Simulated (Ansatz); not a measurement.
## Run report: C3H6AlBr, geometry relaxation

The run: geometry relaxation of C3H6AlBr, SMILES CC(Br)=[CH][AlH2]. Method and program: RKS PBE0-D4/def2-TZVP (Ansatz 0.2.0).

The geometry: PBE-D4/def2-SVP start. Figures and captions count atoms from 1; the log counts them from 0 in places.

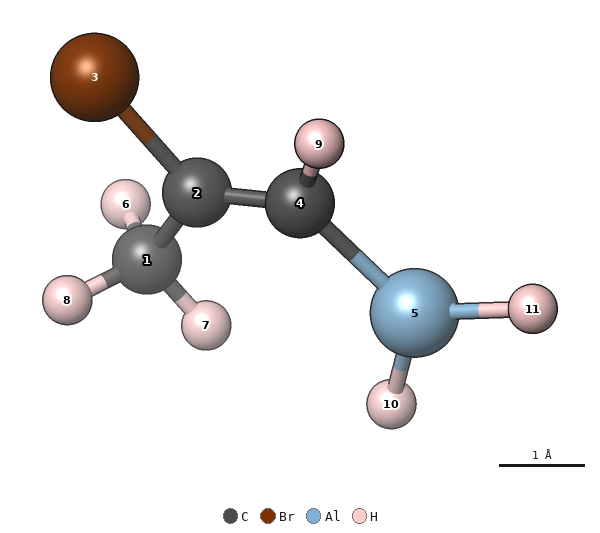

Figure 1. The structure as given in the input (ball-and-stick view, seen at a tilt; atoms are numbered from 1 in the order of the input). Sticks mark near contacts. Bond lengths as drawn: Al–C 1.95 Å, Al–H 1.60 Å, Br–C 1.94 Å, C–C 1.35 to 1.50 Å and C–H 1.11 Å.

## The input
```yaml
crystal:
  periodic: [false, false, false]
  atoms:
    - {symbol: C, position_ang: [-1.021394, -1.107239, 0.312267]}
    - {symbol: C, position_ang: [0.178931, -0.416067, 0.880857]}
    - {symbol: Br, position_ang: [0.645040, -1.108501, 2.629867]}
    - {symbol: C, position_ang: [0.918304, 0.578974, 0.335906]}
    - {symbol: Al, position_ang: [0.603991, 1.411522, -1.401236]}
    - {symbol: H, position_ang: [-1.899443, -0.976681, 0.977923]}
    - {symbol: H, position_ang: [-1.267919, -0.706731, -0.690975]}
    - {symbol: H, position_ang: [-0.843332, -2.199278, 0.230907]}
    - {symbol: H, position_ang: [1.766085, 0.944033, 0.943575]}
    - {symbol: H, position_ang: [-0.580023, 0.910754, -2.356790]}
    - {symbol: H, position_ang: [1.565061, 2.612215, -1.841599]}
basis:
  gaussian: {orbitals: def2-TZVP}
hamiltonian: {xc: pbe0, dispersion: d4}
relax: {f_tol: 0.005, max_steps: 150}
```

Launched with:
```bash
ansatz run in.yaml --threads 4 --pin off --events-out ev --progress --plain --max-ram 10444MiB
```

## What the program printed
```
Functional definition: PBE0
  name "PBE0"
  cite "Adamo & Barone, J. Chem. Phys. 110, 6158 (1999) doi:10.1063/1.478522"
  cite "Perdew, Burke & Ernzerhof, Phys. Rev. Lett. 77, 3865 (1996) doi:10.1103/PhysRevLett.77.3865"
  parent pbe
  parameter a = 0.25
  parameter kappa = 0.804
  parameter beta = 0.06672455060314922
  exchange = (1 - a)*pbe_x(kappa = kappa, mu = beta*pi^2/3) + a*exact_x
  correlation = pbe_c(beta = beta)
1496 factors; their error is unknown
mean field evaluation 1: about -79827.3056 eV, gradient 6.3e1 eV
mean field evaluation 2: about -79815.8795 eV, gradient 8.6e1 eV
mean field evaluation 4: about -79836.7717 eV, gradient 8.6e0 eV
mean field evaluation 8: about -79837.3772 eV, gradient 5.4e-1 eV
mean field evaluation 16: about -79837.3775 eV, gradient 3.0e-5 eV
mean field -79837.37753854 eV, -2933.9695088231 hartree, gradient 3.0e-5 eV, S^2 0.000000; 0 other end points of the search recorded, 0 dependent functions left out
the calculation of the forces begins
reference -79837.37757542 eV, -2933.9695101784 hartree; 36, 36 occupied and 178, 178 virtual orbitals, 1496 factors
relax step   1: F+E_penalty+E_count = -79837.60417598 eV  Δ(F+E_penalty+E_count) = +0.000e0 eV  max|allowed force component| = 6.232e-1 eV/Å  Δτ_max = 0.0000 Å  (29 SCF iters, accepted)
these checks for a lower state are left out or cut short: starts, cluster_reference, orbital_swaps, neighbouring_geometries, increment
1496 factors; their error is unknown
mean field -79837.41723773 eV, -2933.9709677417 hartree, gradient 1.4e-5 eV, S^2 0.000000; 0 other end points of the search recorded, 0 dependent functions left out
the calculation of the forces begins
reference -79837.41727449 eV, -2933.9709690924 hartree; 36, 36 occupied and 178, 178 virtual orbitals, 1496 factors
relax step   2: F+E_penalty+E_count = -79837.64572973 eV  Δ(F+E_penalty+E_count) = -4.155e-2 eV  max|allowed force component| = 1.543e-1 eV/Å  Δτ_max = 0.0345 Å  (33 SCF iters, accepted)
these checks for a lower state are left out or cut short: starts, cluster_reference, orbital_swaps, neighbouring_geometries, increment
1496 factors; their error is unknown
mean field -79837.41936329 eV, -2933.9710458544 hartree, gradient 1.3e-5 eV, S^2 0.000000; 0 other end points of the search recorded, 0 dependent functions left out
the calculation of the forces begins
reference -79837.41940001 eV, -2933.9710472040 hartree; 36, 36 occupied and 178, 178 virtual orbitals, 1496 factors
relax step   3: F+E_penalty+E_count = -79837.64828713 eV  Δ(F+E_penalty+E_count) = -2.557e-3 eV  max|allowed force component| = 1.694e-2 eV/Å  Δτ_max = 0.0090 Å  (34 SCF iters, accepted)
these checks for a lower state are left out or cut short: starts, cluster_reference, orbital_swaps, neighbouring_geometries, increment
1496 factors; their error is unknown
mean field evaluation 32: about -79836.9779 eV, gradient 6.8e-1 eV
mean field -79837.41926257 eV, -2933.9710421531 hartree, gradient 1.3e-5 eV, S^2 0.000000; 0 other end points of the search recorded, 0 dependent functions left out
the calculation of the forces begins
reference -79837.41929929 eV, -2933.9710435025 hartree; 36, 36 occupied and 178, 178 virtual orbitals, 1496 factors
relax step   4: F+E_penalty+E_count = -79837.64823709 eV  Δ(F+E_penalty+E_count) = +5.004e-5 eV  max|allowed force component| = 2.376e-2 eV/Å  Δτ_max = 0.0082 Å  (35 SCF iters, rejected (line search))
these checks for a lower state are left out or cut short: starts, cluster_reference, orbital_swaps, neighbouring_geometries, increment
1496 factors; their error is unknown
mean field -79837.41941738 eV, -2933.9710478423 hartree, gradient 1.3e-5 eV, S^2 0.000000; 0 other end points of the search recorded, 0 dependent functions left out
the calculation of the forces begins
reference -79837.41945410 eV, -2933.9710491918 hartree; 36, 36 occupied and 178, 178 virtual orbitals, 1496 factors
relax step   5: F+E_penalty+E_count = -79837.64836951 eV  Δ(F+E_penalty+E_count) = -8.238e-5 eV  max|allowed force component| = 5.112e-3 eV/Å  Δτ_max = 0.0040 Å  (34 SCF iters, accepted)
these checks for a lower state are left out or cut short: starts, cluster_reference, orbital_swaps, neighbouring_geometries, increment
1496 factors; their error is unknown
mean field -79837.41943522 eV, -2933.9710484979 hartree, gradient 1.3e-5 eV, S^2 0.000000; 0 other end points of the search recorded, 0 dependent functions left out
the calculation of the forces begins
reference -79837.41947194 eV, -2933.9710498473 hartree; 36, 36 occupied and 178, 178 virtual orbitals, 1496 factors
relax step   6: F+E_penalty+E_count = -79837.64840771 eV  Δ(F+E_penalty+E_count) = -3.820e-5 eV  max|allowed force component| = 3.180e-3 eV/Å  Δτ_max = 0.0073 Å  (34 SCF iters, accepted)
these checks for a lower state are left out or cut short: starts, cluster_reference, orbital_swaps, neighbouring_geometries, increment
1496 factors; their error is unknown
mean field -79837.41945414 eV, -2933.9710491933 hartree, gradient 1.3e-5 eV, S^2 0.000000; 0 other end points of the search recorded, 0 dependent functions left out
the calculation of the forces begins
reference -79837.41949086 eV, -2933.9710505426 hartree; 36, 36 occupied and 178, 178 virtual orbitals, 1496 factors
relax step   7: F+E_penalty+E_count = -79837.64844534 eV  Δ(F+E_penalty+E_count) = -3.763e-5 eV  max|allowed force component| = 5.773e-3 eV/Å  Δτ_max = 0.0162 Å  (33 SCF iters, accepted)
these checks for a lower state are left out or cut short: starts, cluster_reference, orbital_swaps, neighbouring_geometries, increment
1496 factors; their error is unknown
mean field evaluation 64: about -79837.4195 eV, gradient 4.9e-3 eV
mean field -79837.41945454 eV, -2933.9710492080 hartree, gradient 1.3e-5 eV, S^2 0.000000; 0 other end points of the search recorded, 0 dependent functions left out
the calculation of the forces begins
reference -79837.41949126 eV, -2933.9710505573 hartree; 36, 36 occupied and 178, 178 virtual orbitals, 1496 factors
relax step   8: F+E_penalty+E_count = -79837.64844112 eV  Δ(F+E_penalty+E_count) = +4.217e-6 eV  max|allowed force component| = 7.785e-3 eV/Å  Δτ_max = 0.0108 Å  (35 SCF iters, rejected (line search))
these checks for a lower state are left out or cut short: starts, cluster_reference, orbital_swaps, neighbouring_geometries, increment
1496 factors; their error is unknown
mean field -79837.41947642 eV, -2933.9710500118 hartree, gradient 1.3e-5 eV, S^2 0.000000; 0 other end points of the search recorded, 0 dependent functions left out
the calculation of the forces begins
reference -79837.41951314 eV, -2933.9710513612 hartree; 36, 36 occupied and 178, 178 virtual orbitals, 1496 factors
relax step   9: F+E_penalty+E_count = -79837.64845831 eV  Δ(F+E_penalty+E_count) = -1.297e-5 eV  max|allowed force component| = 2.625e-3 eV/Å  Δτ_max = 0.0052 Å  (34 SCF iters, accepted)
1496 factors; their error is unknown
mean field evaluation 96: about -79837.4195 eV, gradient 2.9e-5 eV
```

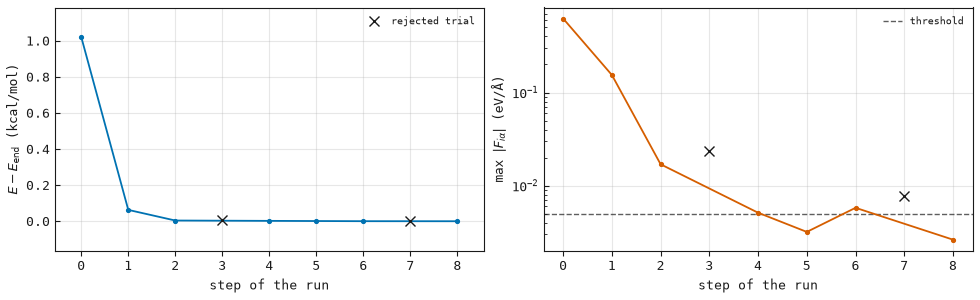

Figure 2. Progress of the relaxation, step by step (the first geometry is step 0 here and step 1 in the log).

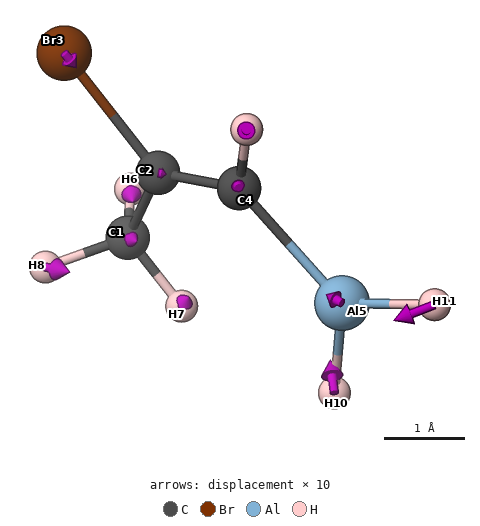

Figure 3. The starting structure with the displacements as pink arrows, magnified 10 times (ball-and-stick view, seen at a tilt). The two geometries are laid on each other by the best rigid fit. The energy falls by 1.02 kcal/mol in 8 geometry steps. The largest force component goes from 0.62 to 0.0026 eV/Å. The line search rejected the trial steps at points 3, 7 (counted from 0) and went back. The atom that moves furthest after the best rigid fit is H11 (0.057 Å). By element the largest moves are H 0.057 Å, Br 0.028 Å, Al 0.027 Å, C 0.021 Å. Among the contacts that change: C2–C4 1.354 → 1.332 Å, C2–Br3 1.938 → 1.920 Å, C1–H6 1.110 → 1.093 Å, Al5–H10 1.602 → 1.587 Å. (Atoms are counted from 1 in the order of the input.)

```
mean field -79837.41947642 eV, -2933.9710500118 hartree, gradient 1.3e-5 eV, S^2 0.000000; 1 other end points of the search recorded, 0 dependent functions left out
the calculation of the forces begins
reference -79837.41951314 eV, -2933.9710513612 hartree; 36, 36 occupied and 178, 178 virtual orbitals, 1496 factors
Total energy: -79837.64849502 eV, -2933.9794662903 hartree
Atom 0 at    -1.006910    -1.095681     0.302222 Å, force     0.000381    -0.000556     0.000682 eV/Å
Atom 1 at     0.178603    -0.405725     0.875658 Å, force    -0.001129     0.001245     0.000655 eV/Å
Atom 2 at     0.631385    -1.099199     2.607753 Å, force     0.000339    -0.000004     0.000723 eV/Å
Atom 3 at     0.905663     0.576561     0.345414 Å, force     0.000233     0.000549    -0.002625 eV/Å
Atom 4 at     0.592846     1.393755    -1.383550 Å, force     0.000590     0.000283    -0.001822 eV/Å
Atom 5 at    -1.872665    -0.976385     0.958360 Å, force     0.000588    -0.000710     0.000138 eV/Å
Atom 6 at    -1.248149    -0.692886    -0.682922 Å, force    -0.000421     0.000472     0.000324 eV/Å
Atom 7 at    -0.818877    -2.168460     0.213195 Å, force     0.000127     0.000247    -0.000703 eV/Å
Atom 8 at     1.739269     0.939494     0.943135 Å, force    -0.000653    -0.001438     0.001627 eV/Å
Atom 9 at    -0.601811     0.915593    -2.312030 Å, force     0.000687     0.000535     0.000655 eV/Å
Atom 10 at     1.565948     2.555933    -1.846534 Å, force    -0.000742    -0.000623     0.000346 eV/Å
Dipole moment:    -0.147550    -0.014050    -0.184290 e Å
```

## Trajectory as extended XYZ (Å, eV, eV/Å), 9 frames, from step=1 to step=9
```
11
Properties=species:S:1:pos:R:3:forces:R:3 step=1 energy=-79837.60418
C    -1.0214   -1.1072    0.3123   -0.1745  -0.1175  -0.0637
C     0.1789   -0.4161    0.8809    0.4399   0.6152  -0.3430
Br    0.6450   -1.1085    2.6299   -0.0937   0.1353  -0.3484
C     0.9183    0.5790    0.3359   -0.2810  -0.6232   0.6019
Al    0.6040    1.4115   -1.4012   -0.0111  -0.0334   0.0426
H    -1.8994   -0.9767    0.9779    0.4383  -0.0389  -0.3073
H    -1.2679   -0.7067   -0.6910    0.1426  -0.1751   0.4880
H    -0.8433   -2.1993    0.2309   -0.0535   0.5342   0.0396
H     1.7661    0.9440    0.9436   -0.4330  -0.2009  -0.2883
H    -0.5800    0.9108   -2.3568    0.1457   0.0607   0.1234
H     1.5651    2.6122   -1.8416   -0.1198  -0.1564   0.0550
11
Properties=species:S:1:pos:R:3:forces:R:3 step=2 energy=-79837.64573
C    -1.0124   -1.0956    0.3058   -0.0627  -0.0391  -0.0175
C     0.1797   -0.4091    0.8749    0.0927   0.1187  -0.0650
Br    0.6404   -1.0999    2.6103   -0.0314   0.0183  -0.0728
C     0.9114    0.5729    0.3400   -0.0292  -0.1137   0.1368
Al    0.5939    1.3964   -1.3899    0.0195  -0.0175   0.0536
H    -1.8806   -0.9659    0.9645    0.1229  -0.0166  -0.0936
H    -1.2518   -0.6945   -0.6857    0.0319  -0.0585   0.1405
H    -0.8321   -2.1749    0.2227   -0.0206   0.1543   0.0091
H     1.7500    0.9307    0.9425   -0.1233  -0.0371  -0.1038
H    -0.5820    0.8989   -2.3344    0.0150   0.0076   0.0168
H     1.5488    2.5840   -1.8301   -0.0148  -0.0161  -0.0039
11
Properties=species:S:1:pos:R:3:forces:R:3 step=3 energy=-79837.64829
C    -1.0101   -1.0935    0.3054    0.0078   0.0012  -0.0109
C     0.1808   -0.4085    0.8732   -0.0101  -0.0004   0.0041
Br    0.6353   -1.1025    2.6047    0.0022   0.0024   0.0017
C     0.9097    0.5711    0.3406   -0.0111   0.0055   0.0090
Al    0.5955    1.3937   -1.3859   -0.0006  -0.0049   0.0074
H    -1.8736   -0.9663    0.9628   -0.0030   0.0020   0.0059
H    -1.2509   -0.6928   -0.6805   -0.0029   0.0023  -0.0081
H    -0.8294   -2.1675    0.2198    0.0022  -0.0091  -0.0013
H     1.7416    0.9332    0.9407    0.0169   0.0027  -0.0055
H    -0.5817    0.8977   -2.3264   -0.0047  -0.0004  -0.0021
H     1.5482    2.5782   -1.8338    0.0033  -0.0012  -0.0002
11
Properties=species:S:1:pos:R:3:forces:R:3 step=4 energy=-79837.64824 accepted=F
C    -1.0093   -1.0934    0.3042   -0.0064   0.0117   0.0060
C     0.1790   -0.4063    0.8749   -0.0035  -0.0068   0.0012
Br    0.6336   -1.1000    2.6064    0.0022  -0.0041  -0.0007
C     0.9071    0.5743    0.3433    0.0238  -0.0182  -0.0119
Al    0.5934    1.3939   -1.3842   -0.0012   0.0006   0.0003
H    -1.8740   -0.9677    0.9602   -0.0081  -0.0025   0.0033
H    -1.2492   -0.6930   -0.6821   -0.0010   0.0021  -0.0054
H    -0.8265   -2.1671    0.2188    0.0049  -0.0052  -0.0004
H     1.7471    0.9284    0.9371   -0.0103   0.0216   0.0092
H    -0.5848    0.8983   -2.3241   -0.0027   0.0019   0.0003
H     1.5489    2.5756   -1.8338    0.0023  -0.0010  -0.0020
11
Properties=species:S:1:pos:R:3:forces:R:3 step=5 energy=-79837.64837
C    -1.0096   -1.0934    0.3044   -0.0003   0.0011  -0.0009
C     0.1798   -0.4074    0.8742   -0.0006  -0.0010  -0.0005
Br    0.6350   -1.1016    2.6056   -0.0010   0.0000  -0.0005
C     0.9086    0.5726    0.3421    0.0008  -0.0010   0.0051
Al    0.5942    1.3935   -1.3848    0.0001  -0.0013   0.0008
H    -1.8739   -0.9674    0.9613   -0.0008  -0.0010   0.0004
H    -1.2500   -0.6926   -0.6817   -0.0001   0.0004  -0.0006
H    -0.8275   -2.1674    0.2187    0.0014  -0.0011  -0.0007
H     1.7435    0.9328    0.9398    0.0011   0.0039  -0.0027
H    -0.5849    0.8991   -2.3244   -0.0019   0.0013   0.0008
H     1.5501    2.5748   -1.8345    0.0014  -0.0014  -0.0011
11
Properties=species:S:1:pos:R:3:forces:R:3 step=6 energy=-79837.64841
C    -1.0088   -1.0939    0.3036   -0.0016   0.0005   0.0018
C     0.1794   -0.4068    0.8748    0.0012  -0.0007  -0.0010
Br    0.6340   -1.1010    2.6062   -0.0011  -0.0005  -0.0001
C     0.9077    0.5739    0.3433    0.0031  -0.0009   0.0021
Al    0.5934    1.3935   -1.3840    0.0006  -0.0006  -0.0032
H    -1.8737   -0.9694    0.9600   -0.0002  -0.0015  -0.0005
H    -1.2491   -0.6927   -0.6824    0.0001   0.0003   0.0008
H    -0.8251   -2.1676    0.2173    0.0008   0.0003  -0.0007
H     1.7430    0.9344    0.9403   -0.0025   0.0022   0.0001
H    -0.5897    0.9030   -2.3208   -0.0008   0.0019   0.0015
H     1.5542    2.5696   -1.8376    0.0003  -0.0010  -0.0006
11
Properties=species:S:1:pos:R:3:forces:R:3 step=7 energy=-79837.64844
C    -1.0072   -1.0952    0.3023   -0.0012  -0.0009   0.0030
C     0.1787   -0.4058    0.8757    0.0020  -0.0001  -0.0010
Br    0.6317   -1.0996    2.6076   -0.0007   0.0001   0.0010
C     0.9063    0.5759    0.3451    0.0035  -0.0013  -0.0034
Al    0.5932    1.3929   -1.3837   -0.0033   0.0058  -0.0029
H    -1.8732   -0.9740    0.9578    0.0011  -0.0014  -0.0010
H    -1.2474   -0.6934   -0.6835   -0.0003   0.0005   0.0017
H    -0.8203   -2.1683    0.2148   -0.0001   0.0016  -0.0007
H     1.7408    0.9382    0.9420   -0.0040  -0.0015   0.0028
H    -0.6000    0.9131   -2.3134    0.0029   0.0000   0.0012
H     1.5627    2.5592   -1.8441    0.0001  -0.0026  -0.0006
11
Properties=species:S:1:pos:R:3:forces:R:3 step=8 energy=-79837.64844 accepted=F
C    -1.0065   -1.0960    0.3019    0.0008  -0.0012   0.0007
C     0.1786   -0.4056    0.8758   -0.0031   0.0040   0.0022
Br    0.6311   -1.0992    2.6079    0.0016  -0.0008   0.0005
C     0.9049    0.5775    0.3462   -0.0017   0.0023  -0.0031
Al    0.5916    1.3949   -1.3826    0.0074  -0.0062  -0.0078
H    -1.8723   -0.9779    0.9581    0.0012  -0.0006   0.0001
H    -1.2480   -0.6927   -0.6830   -0.0004   0.0003   0.0003
H    -0.8175   -2.1686    0.2120   -0.0002   0.0006  -0.0009
H     1.7384    0.9409    0.9438   -0.0011  -0.0025   0.0027
H    -0.6040    0.9177   -2.3105   -0.0005   0.0030   0.0027
H     1.5692    2.5521   -1.8490   -0.0040   0.0012   0.0025
11
Properties=species:S:1:pos:R:3:forces:R:3 step=9 energy=-79837.64846
C    -1.0069   -1.0957    0.3022    0.0004  -0.0006   0.0007
C     0.1786   -0.4057    0.8757   -0.0011   0.0012   0.0007
Br    0.6314   -1.0992    2.6078    0.0003   0.0000   0.0007
C     0.9057    0.5766    0.3454    0.0002   0.0005  -0.0026
Al    0.5928    1.3938   -1.3836    0.0006   0.0003  -0.0018
H    -1.8727   -0.9764    0.9584    0.0006  -0.0007   0.0001
H    -1.2481   -0.6929   -0.6829   -0.0004   0.0005   0.0003
H    -0.8189   -2.1685    0.2132    0.0001   0.0002  -0.0007
H     1.7393    0.9395    0.9431   -0.0007  -0.0014   0.0016
H    -0.6018    0.9156   -2.3120    0.0007   0.0005   0.0007
H     1.5659    2.5559   -1.8465   -0.0007  -0.0006   0.0003
```

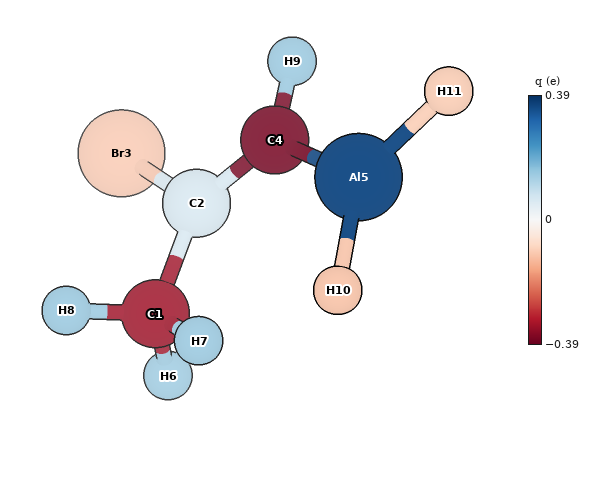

Figure 4. Mulliken charges, as the colour of each atom (ball-and-stick view, seen at a tilt; atoms are numbered from 1 in the order of the input). By element: C −0.37 to +0.07, Br −0.11, Al +0.35 and H −0.10 to +0.15 e.

## Key numbers

```tsv
quantity	value
outcome	converged
total energy	−79837.6485 eV
mean-field energy	−79837.4195 eV
dispersion energy	−0.2290 eV
SCF solution under orbital rotations	stable
largest force (length of the vector) at the end	0.003 eV/Å
dipole moment	1.14 D
hardware	4 threads of Arm Neoverse V1, 23 GiB of memory available, shared host
wall time	45 s (CPU time 2.9 min)
peak memory	0.68 GiB
```
